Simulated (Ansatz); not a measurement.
# How Cu(100) screens a field

Wanted: the response of a Cu(100) slab to a perpendicular field.

Main program and level: Ansatz 0.2.0; plane-wave DFT, r2SCAN, Ansatz PAW.

**1. The structure**

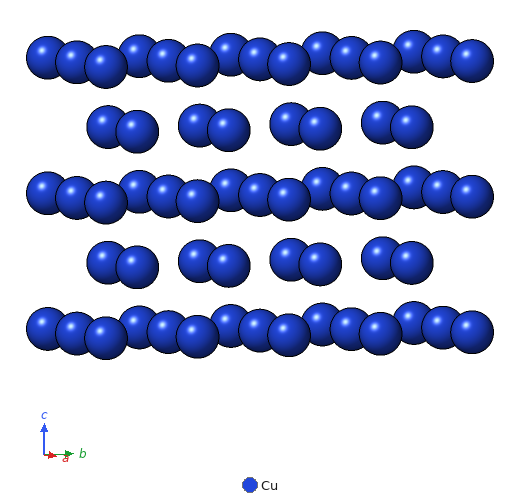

The starting structure, seen from the side, with the c axis up (copper blue). 2×4×1 cells are drawn. Some periodic images of atoms are drawn too.

The cell holds 5 atoms: 5 Cu. Its edges and angles: a = 2.553 Å, b = 2.553 Å, c = 25.220 Å, α = 90.0°, β = 90.0°, γ = 90.0°. Vacuum lies along c.

**2. Single point, field 0**

A sawtooth potential applies the field, turning back in the middle of the vacuum. With the dipole correction the typed value is the field outside the slab. The induced dipole is small, so the SCF threshold is tight.

input.yaml reads:

```yaml
crystal:
  lattice:
    - [2.5526554801, 0.0, 0.0]
    - [0.0, 2.5526554801, 0.0]
    - [0.0, 0.0, 25.22]
  atoms:
    - { symbol: Cu, position: [0.0, 0.0, 0.3568596352] }
    - { symbol: Cu, position: [0.5, 0.5, 0.4284298176] }
    - { symbol: Cu, position: [0.0, 0.0, 0.5] }
    - { symbol: Cu, position: [0.5, 0.5, 0.5715701824] }
    - { symbol: Cu, position: [0.0, 0.0, 0.6431403648] }
kpoints:
  mp_grid: { grid: [20, 20, 1] }
hamiltonian:
  xc: r2scan
scf:
  occupations: { method: fermi_dirac, width: 0.1 }
  convergence: { dr2_threshold: 1.0e-10 }
efield:
  axis: 3
  dipole_correction: true
  ramp_position: 0.97
  ramp_width: 0.06
  amplitude: 0
output:
  forces: true
  write_potential: true
  write_density: true
  volumetric_format: npy
```

Run with:

```
> ansatz run input.yaml --threads 4 --pin off --max-ram 6144MiB --backend cpu --events-out ev --progress --plain --runs-dir out
```

Numbers of over 12 decimals in the logs are rounded to 6 here.

What it wrote:

```text
Engine: ansatz 0.2.0, aarch64-unknown-linux-gnu
Pseudopotentials: kind: paw
Pseudopotential: Cu, paw, valence charge 19, recommended cutoff 500 eV (meta_gga), Cu.paw.azcp
Functional definition: r2SCAN
  parameter k0 = 0.174
  parameter k1 = 0.065
  parameter a1 = 4.9479
  exchange = r2scan_x(k0 = k0, k1 = k1, a1 = a1)
  correlation = r2scan_c
Crystal: 5 atoms, lattice volume = 164.335 Å³
Basis set: ecut = 500 eV, 4239 PW (Γ), exchange–correlation on 80×80×768 points (64 copies of the dense FFT grid, shifted against one another)
Bands: 57, of which v1, the nominal top of the filled ones, is band 48 counted from 1 (47 counted from 0)
Symmetry: 8 space group operations
k-points: 66 of 400
Non-local potential: Cu, projectors of the file, l = 0: 3, l = 1: 2, l = 2: 3, l = 3: 1
PAW form: soft (Blöchl's): semilocal exchange-correlation on the pseudo side does not see the compensation charge
PAW frozen core: Cu, regenerated for the run's functional (the file was generated under x = pbe(κ = 0.804, μ = 0.219515), c = pbe(β = 0.066725))
PAW one-centre angular grid: Cu, 590 points (default); XC on 160 Gauss nodes
Initial density: superposition of atomic densities (neutral atoms: chi_scale 0, normalization atom), corrected by the library's trained network
Initial wavefunctions: pseudopotential atomic-orbital guess
Functional: x = r2scan, c = r2scan; τ floored in thin density (d = 2e-4 eV/Å³)
SCF iter   1: F=—  HF=-33154.843566 eV  |F-HF|=—  |Δ(HF+E_count)|=         —  Δρ=2.60e-2  dr2=6.55e-1  dr2_τ=4.70e-3  ethr=1.77e-3  p=0.000 e·Å  D=9.38e-14 V/Å  ΔV_dip=-0.00 eV  dr2_dipole=1.70e-8  V_vac-E_F(+/−)=4.79/4.79 eV  ⟨swp⟩=8.4  Hψ=16095  notcnv=0  defer=43
efield: sawtooth ramp at fractional position 0.9700 (set: `efield.ramp_position`, or a place that a band, a saddle search or an elastic batch's reference lends), width 0.0600; the density the first Hamiltonian is built on has a dipole p = 0.000 e·Å; the dipole correction subtracts the counter field D = 9.38e-14 V/Å, which shifts the + side's vacuum level by -0.00 eV against the − side's; the planar-averaged density in the ramp window peaks in size at 1.2e-5 e/Å³
preconditioner: auto → LDOS  [metal: Δε(μ)=0.011 eV  Ē_g=8.728 eV  σ=0.100 eV  W_gap=0.03  n_scr=30 (ndim 8)  ℏωp=21.5 eV  f_vac=0.598  D(μ)=1.45/eV (n_scr^D=10)  β→1.0]
SCF iter   2: F=—  HF=-33155.777677 eV  |F-HF|=—  |Δ(HF+E_count)|=   9.34e-1  Δρ=7.02e-2  dr2=4.52e0  dr2_τ=2.19e-2  ethr=6.89e-4  p=-0.000 e·Å  D=-2.54e-6 V/Å  ΔV_dip=0.00 eV  dr2_dipole=1.62e-7  V_vac-E_F(+/−)=4.10/4.10 eV  ⟨swp⟩=3.0  Hψ=9811  notcnv=0  defer=189  recentre
SCF iter   3: F=—  HF=-33154.763194 eV  |F-HF|=—  |Δ(HF+E_count)|=    1.01e0  Δρ=8.57e-3  dr2=7.58e-2  dr2_τ=6.33e-4  ethr=6.89e-4  p=-0.000 e·Å  D=-1.58e-6 V/Å  ΔV_dip=0.00 eV  dr2_dipole=7.45e-9  V_vac-E_F(+/−)=4.68/4.68 eV  ⟨swp⟩=3.0  Hψ=9154  notcnv=0  defer=185
SCF iter   4: F=—  HF=-33154.748932 eV  |F-HF|=—  |Δ(HF+E_count)|=   1.43e-2  Δρ=2.28e-3  dr2=6.81e-3  dr2_τ=2.67e-5  ethr=7.98e-5  p=0.000 e·Å  D=1.35e-7 V/Å  ΔV_dip=-0.00 eV  dr2_dipole=1.15e-9  V_vac-E_F(+/−)=4.57/4.57 eV  ⟨swp⟩=2.0  Hψ=6243  notcnv=0  defer=187
SCF iter   5: F=—  HF=-33154.748091 eV  |F-HF|=—  |Δ(HF+E_count)|=   8.41e-4  Δρ=4.53e-4  dr2=1.19e-3  dr2_τ=4.40e-6  ethr=7.17e-6  p=-0.000 e·Å  D=-9.19e-7 V/Å  ΔV_dip=0.00 eV  dr2_dipole=6.20e-10  V_vac-E_F(+/−)=4.56/4.56 eV  ⟨swp⟩=2.1  Hψ=5244  notcnv=0  defer=187
SCF iter   6: F=—  HF=-33154.748247 eV  |F-HF|=—  |Δ(HF+E_count)|=   1.56e-4  Δρ=5.98e-4  dr2=3.88e-4  dr2_τ=3.15e-6  ethr=1.25e-6  p=0.000 e·Å  D=5.64e-7 V/Å  ΔV_dip=-0.00 eV  dr2_dipole=3.85e-10  V_vac-E_F(+/−)=4.51/4.51 eV  ⟨swp⟩=2.0  Hψ=5411  notcnv=0  defer=187
SCF iter   7: F=—  HF=-33154.748211 eV  |F-HF|=—  |Δ(HF+E_count)|=   3.57e-5  Δρ=1.96e-4  dr2=5.06e-5  dr2_τ=4.24e-7  ethr=4.08e-7  p=-0.000 e·Å  D=-5.84e-8 V/Å  ΔV_dip=0.00 eV  dr2_dipole=7.51e-11  V_vac-E_F(+/−)=4.51/4.51 eV  ⟨swp⟩=2.0  Hψ=5277  notcnv=0  defer=187
SCF iter   8: F=—  HF=-33154.748202 eV  |F-HF|=—  |Δ(HF+E_count)|=   8.56e-6  Δρ=5.74e-5  dr2=4.52e-6  dr2_τ=6.27e-8  ethr=5.33e-8  p=-0.000 e·Å  D=-7.80e-8 V/Å  ΔV_dip=0.00 eV  dr2_dipole=2.31e-11  V_vac-E_F(+/−)=4.52/4.52 eV  ⟨swp⟩=2.0  Hψ=5341  notcnv=0  defer=187
SCF iter   9: F=—  HF=-33154.748213 eV  |F-HF|=—  |Δ(HF+E_count)|=   1.03e-5  Δρ=2.52e-5  dr2=2.50e-6  dr2_τ=1.50e-8  ethr=4.76e-9  p=0.000 e·Å  D=2.87e-8 V/Å  ΔV_dip=-0.00 eV  dr2_dipole=3.14e-14  V_vac-E_F(+/−)=4.51/4.51 eV  ⟨swp⟩=2.1  Hψ=5487  notcnv=0  defer=187
SCF iter  10: F=—  HF=-33154.748213 eV  |F-HF|=—  |Δ(HF+E_count)|=   7.94e-8  Δρ=7.11e-6  dr2=5.83e-8  dr2_τ=1.08e-9  ethr=2.64e-9  p=0.000 e·Å  D=3.26e-8 V/Å  ΔV_dip=-0.00 eV  dr2_dipole=1.06e-13  V_vac-E_F(+/−)=4.51/4.51 eV  ⟨swp⟩=2.0  Hψ=4976  notcnv=0  defer=187
SCF iter  11: F=—  HF=-33154.748213 eV  |F-HF|=—  |Δ(HF+E_count)|=   4.53e-8  Δρ=2.96e-6  dr2=8.95e-9  dr2_τ=1.54e-10  ethr=6.14e-11  p=-0.000 e·Å  D=-1.13e-8 V/Å  ΔV_dip=0.00 eV  dr2_dipole=2.34e-13  V_vac-E_F(+/−)=4.51/4.51 eV  ⟨swp⟩=2.3  Hψ=5528  notcnv=0  defer=187
SCF iter  12: F=—  HF=-33154.748213 eV  |F-HF|=—  |Δ(HF+E_count)|=   1.69e-8  Δρ=2.44e-6  dr2=5.86e-9  dr2_τ=5.46e-11  ethr=9.42e-12  p=0.000 e·Å  D=6.89e-8 V/Å  ΔV_dip=-0.00 eV  dr2_dipole=5.15e-13  V_vac-E_F(+/−)=4.51/4.51 eV  ⟨swp⟩=2.2  Hψ=5452  notcnv=0  defer=187
iter 13 met the thresholds in force, and the SCF goes on: an eigenvalue changes by 7.55 meV, over its tolerance of 1.05 meV (output.eigenvalues, Limitations)
SCF iter  13: F=-33154.748213 eV  HF=-33154.748213 eV  |F-HF|=1.55e-9  |Δ(HF+E_count)|=   1.57e-9  Δρ=3.13e-7  dr2=9.57e-11  dr2_τ=2.17e-12  ethr=1.00e-12  p=-0.000 e·Å  D=-5.97e-8 V/Å  ΔV_dip=0.00 eV  dr2_dipole=5.84e-13  V_vac-E_F(+/−)=4.51/4.51 eV  ⟨swp⟩=15.3  Hψ=26913  notcnv=0
iter 14 met the thresholds in force, and the SCF goes on: an eigenvalue changes by 6.55 meV, over its tolerance of 1.05 meV (output.eigenvalues, Limitations)
SCF iter  14: F=-33154.748213 eV  HF=-33154.748213 eV  |F-HF|=6.77e-10  |Δ(HF+E_count)|=  5.38e-10  Δρ=2.30e-7  dr2=5.28e-11  dr2_τ=6.84e-13  ethr=1.00e-12  p=0.000 e·Å  D=6.97e-8 V/Å  ΔV_dip=-0.00 eV  dr2_dipole=5.54e-13  V_vac-E_F(+/−)=4.51/4.51 eV  ⟨swp⟩=7.6  Hψ=20706  notcnv=0
Mixer restart at iter 14: flushing history
SCF iter  15: F=-33154.748213 eV  HF=-33154.748213 eV  |F-HF|=1.64e-8  |Δ(HF+E_count)|=   1.32e-9  Δρ=1.35e-6  dr2=1.15e-8  dr2_τ=8.83e-12  ethr=1.00e-12  p=0.000 e·Å  D=1.17e-6 V/Å  ΔV_dip=-0.00 eV  dr2_dipole=4.42e-9  V_vac-E_F(+/−)=4.51/4.51 eV  ⟨swp⟩=2.0  Hψ=5412  notcnv=0  κ⁻¹=1.0e0(r=1)
SCF iter  16: F=-33154.748213 eV  HF=-33154.748213 eV  |F-HF|=4.59e-9  |Δ(HF+E_count)|=  4.29e-10  Δρ=5.20e-7  dr2=3.10e-9  dr2_τ=1.51e-12  ethr=1.00e-12  p=-0.000 e·Å  D=-2.00e-6 V/Å  ΔV_dip=0.00 eV  dr2_dipole=1.53e-9  V_vac-E_F(+/−)=4.51/4.51 eV  ⟨swp⟩=2.1  Hψ=4649  notcnv=0  κ⁻¹=1.3e-2(r=2)
SCF iter  17: F=-33154.748213 eV  HF=-33154.748213 eV  |F-HF|=2.91e-11  |Δ(HF+E_count)|=  5.82e-11  Δρ=1.47e-7  dr2=4.46e-11  dr2_τ=9.77e-14  ethr=1.00e-12  p=-0.000 e·Å  D=-2.92e-9 V/Å  ΔV_dip=0.00 eV  dr2_dipole=2.77e-15  V_vac-E_F(+/−)=4.51/4.51 eV  ⟨swp⟩=8.5  Hψ=21266  notcnv=0
SCF 1 converged in 17 iterations: F = -33154.748213 eV  dr2 = 4.46e-11
  greatest PAW one-centre occupation: 1.000 electrons in one spin orbital (limit 2), on the Cu atom at site 4 (counted from 0), in its partial waves of l = 0
WARN: The output density's exchange-correlation potential varies sharply where the density is thin. Do not read a vacuum level from v_tot or v_xc, or from such a field of the output density. On a cell that repeats whose density bears no net charge and no dipole along the vacuum's axis use v_es (v_loc + v_h of the components); under efield.dipole_correction with no amplitude use v_es + v_field, which holds any externa [...]
SCF converged after 17 iterations
an eigenvalue changed by more than its tolerance at an iteration that met the thresholds in force, so the SCF went on 2 times, its first undamped step at iteration 14: the last check found none over its tolerance
Free energy (F): -33154.748213 eV
Harris-Foulkes:  -33154.748213 eV  (|F-HF|=2.91e-11)
Internal energy: -33154.696576 eV  (E = F + TS)
E sigma→0 (E₀):  -33154.722394 eV
Entropy (-TS):   -0.051637 eV (-10.327 meV/atom)
Fermi energy:    3.102034 eV
Dipole field:    D = -0.000000 V/Å  (p = -0.000000 e·Å, saw-weighted, corrected)
Work function:   Φ+ = 4.5137 eV   Φ− = 4.5137 eV
Levels:          The Fermi level and band energies are counted from a zero that moves with the ramp; work functions are not
--- Per-component energies (eV) ---
  E_band       = -3192.870104
  E_kinetic    = 1496.755293
  E_local      = -241210.179319  (includes V_loc(G=0)·N_el)
  E_nonlocal   = 1986.924003
  E_hartree    = 118790.109837
  E_xc         = -414.602081
  E_vxc        = -617.029263  (∫ρ·V_xc dr)
  E_paw        = -8400.521556  (= ΣΔE_a)
  E_vpaw       = -2474.154157  (= ΣTr[D̂ρ^β])
  E_aug_tail   = 0.000698  (compensation charges beyond the density's cutoff)
  E_vtau       = 44.591395  (kinetic-family band-sum trace: ∫τ·v_τ [+ j·A + Jᵃ·Aᵃ] dr)
  E_efield     = 0.000000  (sawtooth field / dipole correction)
  E_vefield    = 0.000000  (∫n·V_field dr)
  E_ewald      = 94598.322089
  E_core_change = -1.505540  (= ΣΔE_core)
  E_smearing   = -0.051637  (= −TS)
  E_closure    = -0.000000  (closes the sum)
  Σ components = -33154.748213   (vs F -33154.748213, Δ=0.00e0)
--- Forces (eV/Å), atoms counted from 1 ---
  atom   1  Cu     0.00000000     0.00000000     0.39931911
  atom   2  Cu    -0.00000000     0.00000000    -0.24873288
  atom   3  Cu    -0.00000000     0.00000000     0.00000009
  atom   4  Cu    -0.00000000     0.00000000     0.24873285
  atom   5  Cu    -0.00000000     0.00000000    -0.39931940
  max |Σ_I F_I| component: 2.35e-7 eV/Å
--- Band table (eV; the first three rows and the last of 66) ---
  k-point 0: bands = [... 44 lower, 1.3952, 1.5438, 1.5522, 1.5647, 1.5647, 3.0042, 4.3174, 7.5076, ... 5 higher]
  k-point 1: bands = [... 44 lower, 1.4223, 1.5099, 1.5283, 1.5372, 1.5821, 3.1219, 4.4532, 7.5646, ... 5 higher]
  k-point 2: bands = [... 44 lower, 1.4579, 1.4631, 1.4974, 1.5891, 1.6911, 3.4284, 4.8207, 7.7353, ... 5 higher]
  k-point 65: bands = [... 44 lower, 1.9653, 5.4084, 5.4084, 7.1707, 7.1707, 9.4317, 9.4317, 10.7392, ... 5 higher]
```

It took 1.8 min on 4 threads of Arm Neoverse N1, shared host; peak memory 1.1 GiB.

Numbers from this step:

```yaml
energy_at_zero_smearing: -33154.7224 eV
work_function_upper_face: 4.514 eV
dipole_along_the_normal: -7.36e-8 e·Å
```

Running mean over 1.805 Å of the planar mean; the ramp of the sawtooth is left out. The electron's electrostatic potential energy less the Fermi level by z:

| z (Å) | electron's electrostatic potential energy less the Fermi level (eV) |
| --- | --- |
| 4 | 4.51 |
| 5 | 4.51 |
| 6 | 4.48 |
| 7 | 4.05 |
| 8 | -1.38 |
| 9 | -8.11 |
| 10 | -8.53 |
| 11 | -8.65 |
| 12 | -8.61 |
| 13 | -8.60 |
| 14 | -8.64 |
| 15 | -8.57 |
| 16 | -8.32 |
| 17 | -3.58 |
| 18 | 3.70 |
| 19 | 4.45 |
| 20 | 4.51 |
| 21 | 4.51 |
| 22 | 4.51 |

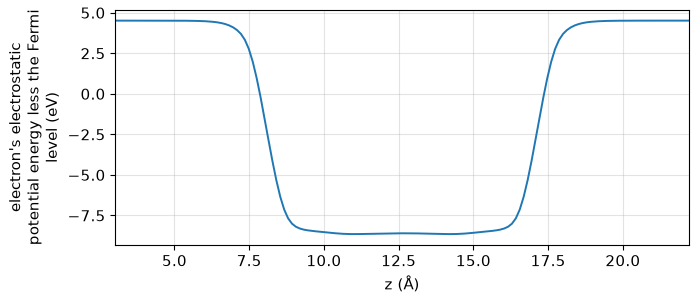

Electron's electrostatic potential energy less the Fermi level against z.

Force by atom:

| atom | x (eV/Å) | y (eV/Å) | z (eV/Å) | size |
| --- | --- | --- | --- | --- |
| Cu1 | 0.000 | 0.000 | 0.399 | 0.399 |
| Cu2 | 0.000 | 0.000 | -0.249 | 0.249 |
| Cu3 | 0.000 | 0.000 | 0.000 | 0.000 |
| Cu4 | 0.000 | 0.000 | 0.249 | 0.249 |
| Cu5 | 0.000 | 0.000 | -0.399 | 0.399 |

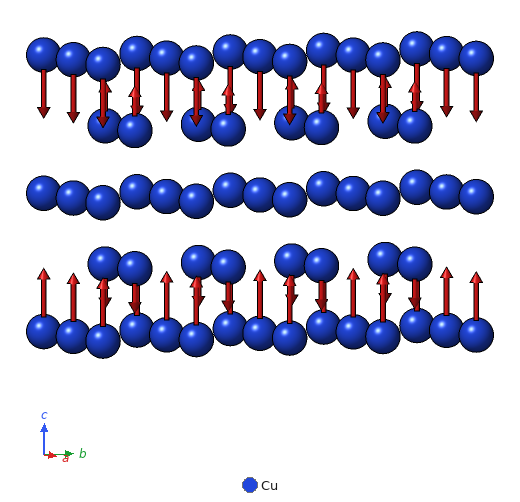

Force as arrows, the longest 0.399 eV/Å. 2×4×1 cells are drawn. Some periodic images of atoms are drawn too.

The work function of the upper face is 4.51 eV.

**3. Single point, field 0.05 V/Å**

input.yaml: that of step 2 with these lines changed.

```diff
@@ -23,3 +23,3 @@
   ramp_width: 0.06
-  amplitude: 0
+  amplitude: 0.05
 output:
```

What it wrote:

```text
[...]
Crystal: 5 atoms, lattice volume = 164.335 Å³
Basis set: ecut = 500 eV, 4239 PW (Γ), exchange–correlation on 80×80×768 points (64 copies of the dense FFT grid, shifted against one another)
Bands: 57, of which v1, the nominal top of the filled ones, is band 48 counted from 1 (47 counted from 0)
Symmetry: 8 space group operations
k-points: 66 of 400
[...]
k-point 0: bands = [... 44 lower, 1.3950, 1.5435, 1.5521, 1.5646, 1.5646, 3.0039, 4.3173, 7.4391, ... 5 higher]
  k-point 1: bands = [... 44 lower, 1.4221, 1.5097, 1.5282, 1.5370, 1.5819, 3.1216, 4.4530, 7.4967, ... 5 higher]
  k-point 2: bands = [... 44 lower, 1.4577, 1.4629, 1.4972, 1.5889, 1.6909, 3.4282, 4.8205, 7.6691, ... 5 higher]
  k-point 65: bands = [... 44 lower, 1.9660, 5.4082, 5.4082, 7.1705, 7.1705, 9.4315, 9.4315, 10.7390, ... 5 higher]
[key lines of the parts left out:]
SCF converged after 19 iterations
Free energy (F): -33154.748678 eV
Fermi energy:    3.101850 eV
Dipole field:    D = 0.020476 V/Å  (p = 0.018596 e·Å, saw-weighted, corrected)
```

It took 1.9 min on 4 threads; peak memory 1.1 GiB; 7.6 min of CPU time.

The dipole is 0.0186 e·Å.

**4. Atoms held, field -0.05 V/Å**

input.yaml: that of step 3 with these lines changed.

```diff
@@ -23,3 +23,3 @@
   ramp_width: 0.06
-  amplitude: 0.05
+  amplitude: -0.05
 output:
```

What it wrote:

```text
[...]
Crystal: 5 atoms, lattice volume = 164.335 Å³
Basis set: ecut = 500 eV, 4239 PW (Γ), exchange–correlation on 80×80×768 points (64 copies of the dense FFT grid, shifted against one another)
Bands: 57, of which v1, the nominal top of the filled ones, is band 48 counted from 1 (47 counted from 0)
Symmetry: 8 space group operations
k-points: 66 of 400
[...]
k-point 0: bands = [... 44 lower, 1.3951, 1.5435, 1.5521, 1.5646, 1.5646, 3.0039, 4.3173, 7.4391, ... 5 higher]
  k-point 1: bands = [... 44 lower, 1.4221, 1.5097, 1.5282, 1.5370, 1.5819, 3.1216, 4.4530, 7.4967, ... 5 higher]
  k-point 2: bands = [... 44 lower, 1.4577, 1.4629, 1.4972, 1.5889, 1.6909, 3.4282, 4.8205, 7.6691, ... 5 higher]
  k-point 65: bands = [... 44 lower, 1.9660, 5.4082, 5.4082, 7.1705, 7.1705, 9.4315, 9.4315, 10.7390, ... 5 higher]
[key lines of the parts left out:]
SCF converged after 19 iterations
Free energy (F): -33154.748678 eV
Fermi energy:    3.101851 eV
Dipole field:    D = -0.020475 V/Å  (p = -0.018594 e·Å, saw-weighted, corrected)
```

Run time: 1.9 min. Hardware: 4 threads; peak memory 1.1 GiB.

The dipole is -0.0186 e·Å.

**5. Single point, field 0.1 V/Å**

input.yaml: that of step 4 with these lines changed.

```diff
@@ -23,3 +23,3 @@
   ramp_width: 0.06
-  amplitude: -0.05
+  amplitude: 0.1
 output:
```

What it wrote:

```text
[...]
Crystal: 5 atoms, lattice volume = 164.335 Å³
Basis set: ecut = 500 eV, 4239 PW (Γ), exchange–correlation on 80×80×768 points (64 copies of the dense FFT grid, shifted against one another)
Bands: 57, of which v1, the nominal top of the filled ones, is band 48 counted from 1 (47 counted from 0)
Symmetry: 8 space group operations
k-points: 66 of 400
[...]
k-point 0: bands = [... 44 lower, 1.3945, 1.5428, 1.5517, 1.5640, 1.5640, 3.0030, 4.3168, 7.2999, ... 5 higher]
  k-point 1: bands = [... 44 lower, 1.4216, 1.5091, 1.5276, 1.5365, 1.5814, 3.1208, 4.4525, 7.3580, ... 5 higher]
  k-point 2: bands = [... 44 lower, 1.4570, 1.4626, 1.4967, 1.5884, 1.6904, 3.4274, 4.8198, 7.5320, ... 5 higher]
  k-point 65: bands = [... 44 lower, 1.9662, 5.4077, 5.4077, 7.1700, 7.1700, 9.4310, 9.4310, 10.7384, ... 5 higher]
[key lines of the parts left out:]
SCF converged after 20 iterations
Free energy (F): -33154.750073 eV
Fermi energy:    3.101295 eV
Dipole field:    D = 0.040956 V/Å  (p = 0.037195 e·Å, saw-weighted, corrected)
```

Elapsed: 2 min, on 4 threads; peak memory 1.1 GiB.

The dipole is 0.0372 e·Å.

**6. Atoms held, field -0.1 V/Å**

input.yaml: that of step 5 with these lines changed.

```diff
@@ -23,3 +23,3 @@
   ramp_width: 0.06
-  amplitude: 0.1
+  amplitude: -0.1
 output:
```

What it wrote:

```text
[...]
Crystal: 5 atoms, lattice volume = 164.335 Å³
Basis set: ecut = 500 eV, 4239 PW (Γ), exchange–correlation on 80×80×768 points (64 copies of the dense FFT grid, shifted against one another)
Bands: 57, of which v1, the nominal top of the filled ones, is band 48 counted from 1 (47 counted from 0)
Symmetry: 8 space group operations
k-points: 66 of 400
[...]
k-point 0: bands = [... 44 lower, 1.3945, 1.5428, 1.5517, 1.5640, 1.5640, 3.0030, 4.3168, 7.2999, ... 5 higher]
  k-point 1: bands = [... 44 lower, 1.4216, 1.5091, 1.5276, 1.5365, 1.5814, 3.1208, 4.4525, 7.3580, ... 5 higher]
  k-point 2: bands = [... 44 lower, 1.4570, 1.4626, 1.4967, 1.5884, 1.6904, 3.4274, 4.8198, 7.5320, ... 5 higher]
  k-point 65: bands = [... 44 lower, 1.9662, 5.4077, 5.4077, 7.1700, 7.1700, 9.4310, 9.4310, 10.7384, ... 5 higher]
[key lines of the parts left out:]
SCF converged after 20 iterations
Free energy (F): -33154.750073 eV
Fermi energy:    3.101295 eV
Dipole field:    D = -0.040956 V/Å  (p = -0.037195 e·Å, saw-weighted, corrected)
```

Run time: 2 min. Hardware: 4 threads; peak memory 1.1 GiB; 8.1 min of CPU time.

The dipole is -0.0372 e·Å.

**7. Atoms held, field 0.2 V/Å**

input.yaml: that of step 6 with these lines changed.

```diff
@@ -23,3 +23,3 @@
   ramp_width: 0.06
-  amplitude: -0.1
+  amplitude: 0.2
 output:
```

What it wrote:

```text
[...]
Crystal: 5 atoms, lattice volume = 164.335 Å³
Basis set: ecut = 500 eV, 4239 PW (Γ), exchange–correlation on 80×80×768 points (64 copies of the dense FFT grid, shifted against one another)
Bands: 57, of which v1, the nominal top of the filled ones, is band 48 counted from 1 (47 counted from 0)
Symmetry: 8 space group operations
k-points: 66 of 400
[...]
k-point 0: bands = [... 44 lower, 1.3924, 1.5400, 1.5502, 1.5619, 1.5619, 2.9996, 4.3147, 6.9606, ... 5 higher]
  k-point 1: bands = [... 44 lower, 1.4194, 1.5069, 1.5255, 1.5345, 1.5793, 3.1175, 4.4503, 7.0190, ... 5 higher]
  k-point 2: bands = [... 44 lower, 1.4542, 1.4609, 1.4946, 1.5863, 1.6882, 3.4241, 4.8172, 7.1944, ... 5 higher]
  k-point 65: bands = [... 44 lower, 1.9656, 5.4055, 5.4055, 7.1679, 7.1679, 9.4289, 9.4289, 10.7362, ... 5 higher]
[key lines of the parts left out:]
SCF converged after 20 iterations
Free energy (F): -33154.755652 eV
Fermi energy:    3.099077 eV
Dipole field:    D = 0.081925 V/Å  (p = 0.074402 e·Å, saw-weighted, corrected)
```

Wall time 2 min (4 threads); peak memory 1.1 GiB; 8.1 min of CPU time.

The dipole is 0.0744 e·Å.

(Part 1 of 2 ends here.)

[Logs are printed without paths, hosts, clocks, repeated set-up lines and the standing remarks that a program may print on its own settings, such as how far it seeks lower states.]

[Hosts, paths, dates, database ids (printed as entryN), source tags and the programs' standing remarks are cut or masked in the printed files.]

[Maps of the electrostatic potential energy from Ansatz leave out the sawtooth potential of an applied field or a dipole correction, so their vacuum need not be flat; planar profiles and work functions include it.]
